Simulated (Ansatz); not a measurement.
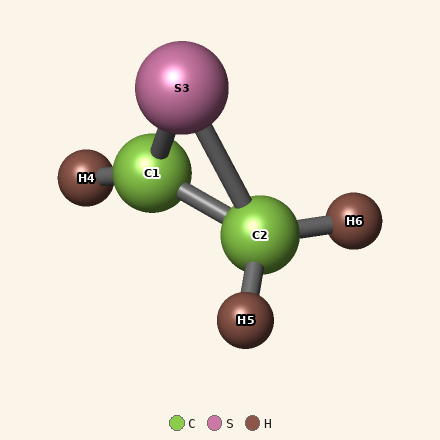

The system is C₂H₃S, SMILES [CH+]1CS1, charge +1; the picture shows the reference structure. First axis: bond length C2–H5. Second axis: angle H5–C2–C1. Nothing is relaxed (all other coordinates rigid). Grid: 13 × 13 points. All energies are given in kcal/mol relative to the relaxed molecule at the same level. All numbers below come from RKS CAM-B3LYP-D4/def2-TZVP in Ansatz.

Its coordinates:

```xyz
6

C    -0.3226   -0.7079   -0.2618
C     0.1603    0.6055    0.0959
S     0.7089   -0.9919    0.9186
H    -0.9898   -1.2407   -0.9287
H     0.9058    1.0843   -0.5296
H    -0.4627    1.2507    0.7056
```

Range: bond length C2–H5 from 0.911 to 1.410 Å; angle H5–C2–C1 from 94.2 to 144.2°.

What landscape does the calculation give?

Answer. The lowest grid point is at bond length C2–H5 = 1.077 Å, angle H5–C2–C1 = 119.2°, 0.023 kcal/mol from the relaxed molecule at the same level. It is the only kind of minimum in the scanned range. The highest grid point, bond length C2–H5 = 1.410 Å, angle H5–C2–C1 = 94.2°, lies 36.0 kcal/mol above the lowest. Round the minimum the two coordinates are nearly uncoupled.

```tsv
angle H5–C2–C1 ↓, bond length C2–H5 →	0.911	0.953	0.994	1.036	1.077	1.119	1.160	1.202	1.244	1.285	1.327	1.368	1.410
144.2	30.1	21.8	16.5	13.4	12.2	12.4	13.7	15.9	18.8	22.2	26.0	30.0	34.3
140.1	26.3	18.0	12.8	9.8	8.6	8.8	10.2	12.5	15.5	18.9	22.8	26.9	31.2
135.9	23.1	14.8	9.7	6.7	5.5	5.8	7.3	9.6	12.6	16.1	20.1	24.2	28.6
131.7	20.5	12.3	7.2	4.2	3.1	3.5	4.9	7.3	10.4	14.0	18.0	22.2	26.6
127.6	18.7	10.5	5.4	2.5	1.4	1.8	3.3	5.7	8.9	12.5	16.5	20.7	25.3
123.4	17.6	9.4	4.3	1.4	0.4	0.8	2.3	4.8	7.9	11.5	15.6	19.9	24.4
119.2	17.1	9.0	3.9	1.0	0.0	0.4	2.0	4.5	7.6	11.3	15.4	19.6	24.2
115.1	17.5	9.3	4.3	1.4	0.4	0.8	2.3	4.8	8.0	11.6	15.7	20.0	24.5
110.9	18.5	10.4	5.3	2.5	1.5	1.9	3.4	5.9	9.0	12.7	16.7	21.0	25.5
106.7	20.4	12.3	7.2	4.3	3.3	3.7	5.2	7.7	10.8	14.4	18.4	22.7	27.2
102.6	23.0	14.9	9.8	6.9	5.9	6.2	7.7	10.1	13.2	16.8	20.8	24.9	29.4
98.4	26.6	18.4	13.3	10.3	9.3	9.6	11.0	13.4	16.4	19.9	23.9	28.0	32.4
94.2	30.9	22.7	17.6	14.6	13.5	13.8	15.1	17.4	20.4	23.8	27.7	31.7	36.0
```

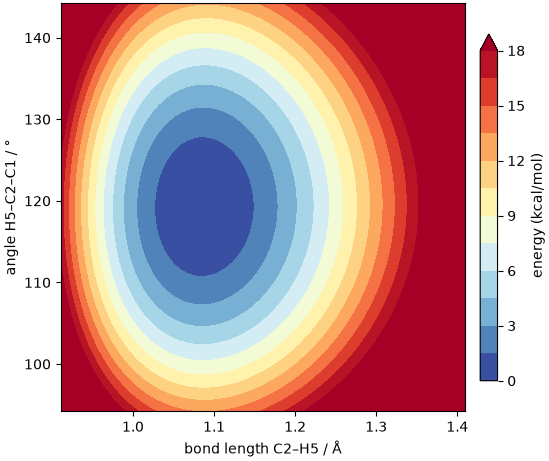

In the figure: filled contours, one colour for all values above the top of the scale. Between grid points the surface is interpolated.

Time for the 169 points that were run: 8.8 min on 1 thread of Arm Neoverse V2, with other jobs on the host.
